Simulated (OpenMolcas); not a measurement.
Run report: Pr³⁺ complex, multiconfigurational calculation (part 2 of 2)

Continued. System: Pr³⁺ with 6 ligands (O; octahedron, 2.382 Å), embedded in CaO by model potentials and point charges, whose field is part of the energies. Method: state-averaged CASSCF, active space 2 electrons in the shell 4f, basis ANO-RCC-VDZP on the metal and ANO-RCC-VDZP on the ligands, DKH2 scalar Hamiltonian, spin-orbit coupling by RASSI with atomic mean-field integrals (OpenMolcas).

### Output (extracts), continued
```
--- RASSI ---
SPIN-FREE ENERGIES:
  (Shifted by EMIN (a.u.) =      -9687.2298894341)

 SF State       Relative EMIN(au)   Rel lowest level(eV)    D:o, cm**(-1)

     1             0.0000000000        0.0000000000              0.0000
     2             0.0000000000        0.0000000000              0.0000
     3             0.0000000000        0.0000000000              0.0000
     4             0.0037977462        0.1033419398            833.5090
     5             0.0037977462        0.1033419398            833.5090
     6             0.0037977462        0.1033419398            833.5090
     7             0.0063503036        0.1728005652           1393.7306
     8             0.0063503036        0.1728005652           1393.7306
     9             0.0063503036        0.1728005652           1393.7306
    10             0.0064106130        0.1744416677           1406.9669
    11             0.0064106130        0.1744416677           1406.9669
    12             0.0297521095        0.8095961445           6529.8333
    13             0.0297521095        0.8095961445           6529.8333
    14             0.0297521095        0.8095961445           6529.8333
    15             0.0318927425        0.8678457343           6999.6479
    16             0.0318927425        0.8678457343           6999.6479
    17             0.0318927425        0.8678457343           6999.6479
    22             0.0320712360        0.8727027897           7038.8227
    23             0.0320712360        0.8727027897           7038.8227
    24             0.0322731183        0.8781962867           7083.1307
    25             0.0323441166        0.8801282498           7098.7131
    26             0.0323441166        0.8801282498           7098.7131
    27             0.0323441166        0.8801282498           7098.7131
    18             0.0341525285        0.9293376448           7495.6136
    28             0.0376210406        1.0237206655           8256.8640
    29             0.0376210406        1.0237206655           8256.8640
    30             0.0376210406        1.0237206655           8256.8640
    31             0.0944072681        2.5689526374          20720.0004
    32             0.0944072681        2.5689526374          20720.0004
    33             0.0944072681        2.5689526374          20720.0004
    34             0.1014319252        2.7601032936          22261.7344
    35             0.1014319257        2.7601033081          22261.7345
    36             0.1131599066        3.0792379252          24835.7288
    37             0.1140587287        3.1036961201          25032.9974
    38             0.1140587287        3.1036961201          25032.9974
    39             0.1140587287        3.1036961201          25032.9974
    40             0.1151707816        3.1339566223          25277.0648
    41             0.1151707816        3.1339566223          25277.0648
    42             0.1151707816        3.1339566223          25277.0648
    43             0.1195171191        3.2522264904          26230.9757
Eigenvalues of complex Hamiltonian:
   -----------------------------------
  (Shifted by EMIN (a.u.) =      -9687.2298894341)

 SO State       Relative EMIN(au)   Rel lowest level(eV)    D:o, cm**(-1)

     1            -0.0117306524        0.0000000000              0.0000
     2            -0.0096245120        0.0573109995            462.2444
     3            -0.0096245119        0.0573110006            462.2444
     4            -0.0096245118        0.0573110046            462.2444
     5            -0.0079355632        0.1032696367            832.9258
     6            -0.0079355631        0.1032696388            832.9258
     7            -0.0052980856        0.1750390591           1411.7852
     8            -0.0052980856        0.1750390580           1411.7852
     9            -0.0052980856        0.1750390575           1411.7852
    10             0.0004443226        0.3312979467           2672.0981
    11             0.0004443228        0.3312979511           2672.0982
    12             0.0004443228        0.3312979516           2672.0982
    13             0.0009191789        0.3442194457           2776.3171
    14             0.0009191790        0.3442194485           2776.3171
    15             0.0009191791        0.3442194491           2776.3171
    16             0.0031183699        0.4040624811           3258.9837
    17             0.0031183699        0.4040624792           3258.9837
    18             0.0043164860        0.4366648803           3521.9398
    19             0.0043164860        0.4366648798           3521.9398
    20             0.0043164860        0.4366648802           3521.9398
    21             0.0100542932        0.5927985685           4781.2429
    22             0.0100542934        0.5927985729           4781.2429
    23             0.0106363376        0.6086368027           4908.9869
    24             0.0106363376        0.6086368029           4908.9869
    25             0.0106363377        0.6086368069           4908.9869
    26             0.0124104298        0.6569123112           5298.3551
    27             0.0141071647        0.7030828205           5670.7454
    28             0.0141071648        0.7030828219           5670.7454
    29             0.0141071648        0.7030828215           5670.7454
    30             0.0145202390        0.7143231438           5761.4047
    31             0.0145202390        0.7143231438           5761.4047
    32             0.0145202390        0.7143231440           5761.4047
    33             0.0146350483        0.7174472650           5786.6024
    34             0.0224842778        0.9310356798           7509.3092
    35             0.0224842778        0.9310356788           7509.3092
    36             0.0233191377        0.9537533755           7692.5398
    37             0.0233191377        0.9537533763           7692.5398
    38             0.0233191377        0.9537533758           7692.5398
    39             0.0279363493        1.0793941042           8705.9006
    40             0.0279363493        1.0793941033           8705.9006
    41             0.0279363493        1.0793941028           8705.9006
Weights of the five most important spin-orbit-free states for each spin-orbit state.

 SO State  Total energy (au)           Spin-free states, spin, and weights
 -------------------------------------------------------------------------------------------------------
    1        -0.011731       1 1.0  0.3253    3 1.0  0.3253    2 1.0  0.3253   24 0.0  0.0226    7 1.0  0.0003
    2        -0.009625       3 1.0  0.3018    1 1.0  0.3010    4 1.0  0.1467    5 1.0  0.1467   10 1.0  0.0757
    3        -0.009625       1 1.0  0.3018    2 1.0  0.3018    4 1.0  0.1467    6 1.0  0.1467   11 1.0  0.0463
    4        -0.009625       3 1.0  0.3018    2 1.0  0.3010    6 1.0  0.1467    5 1.0  0.1467   11 1.0  0.0683
    5        -0.007936       4 1.0  0.3906    5 1.0  0.1265    7 1.0  0.1038    2 1.0  0.1037    3 1.0  0.0865
    6        -0.007936       6 1.0  0.3205    5 1.0  0.2666    9 1.0  0.1265    1 1.0  0.1264    3 1.0  0.0410
    7        -0.005298      11 1.0  0.3761    8 1.0  0.2742    9 1.0  0.2742   30 0.0  0.0219    3 1.0  0.0193
    8        -0.005298       7 1.0  0.2742    9 1.0  0.2740   10 1.0  0.2303   11 1.0  0.1563   29 0.0  0.0218
    9        -0.005298      10 1.0  0.3391    7 1.0  0.2742    8 1.0  0.2740   11 1.0  0.0475   28 0.0  0.0218
   10         0.000444       5 1.0  0.2688    6 1.0  0.2688    3 1.0  0.1895    2 1.0  0.1889   11 1.0  0.0650
   11         0.000444       4 1.0  0.2688    6 1.0  0.2684    1 1.0  0.1895    2 1.0  0.1892   11 1.0  0.0441
   12         0.000444       4 1.0  0.2688    5 1.0  0.2684    3 1.0  0.1892    1 1.0  0.1889   10 1.0  0.0720
```

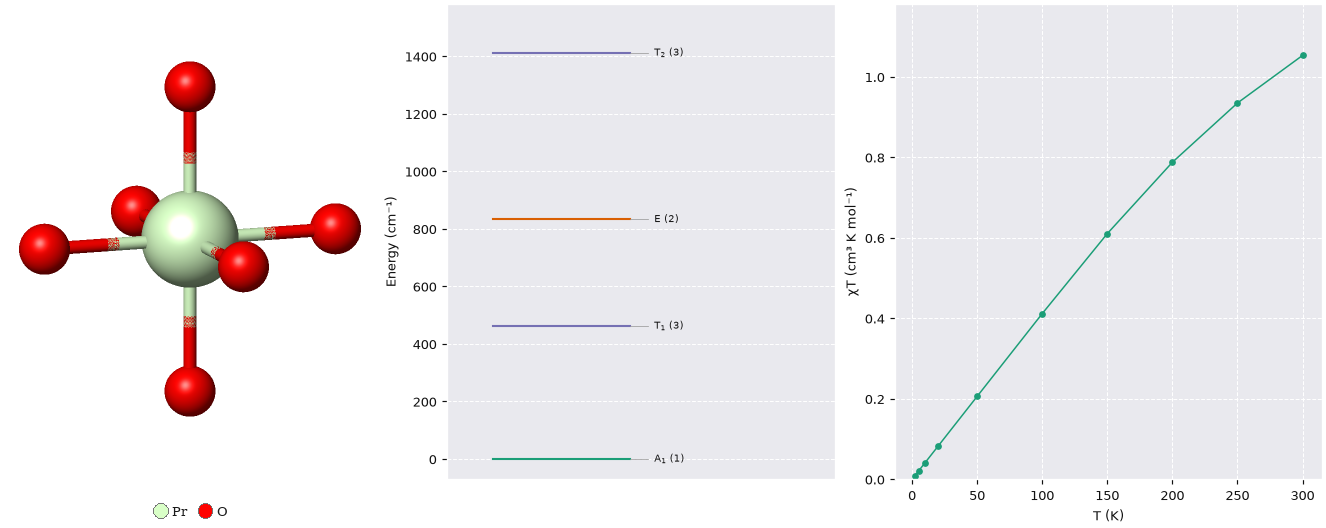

Figure 2. Pr³⁺ (4f²) as a dopant in CaO, a cluster with its 6 nearest O²⁻ at 2.382 Å (octahedron) embedded in model potentials and point charges; the geometry was set, not optimised, and its levels and susceptibility. Labels give the representation in O, Td, D4 or D3 as the site allows (double group for half-integer spin) where it could be assigned and, in brackets, the degeneracy; spin-free states, where drawn, share the zero of the spin-orbit levels. Powder susceptibility by Van Vleck's formula. The ground level is A₁, non-degenerate, 98 % from states of spin multiplicity 3 (of the 28 states of multiplicity 1, 27 enter the spin-orbit step), effective J = 4.00, with |mJ| = 0 the largest share (58 %). The next level lies at 462 cm⁻¹ (T₁). The lowest J multiplet spreads over 1,410 cm⁻¹. χT is 0.00824 cm³ K mol⁻¹ at 2 K and 1.05 at 300 K, an effective moment of 2.90 μB. The active orbitals hold 99 to 100 % metal character (Löwdin), and the Mulliken charge of the metal is +2.25.

Outcome of the run: converged.
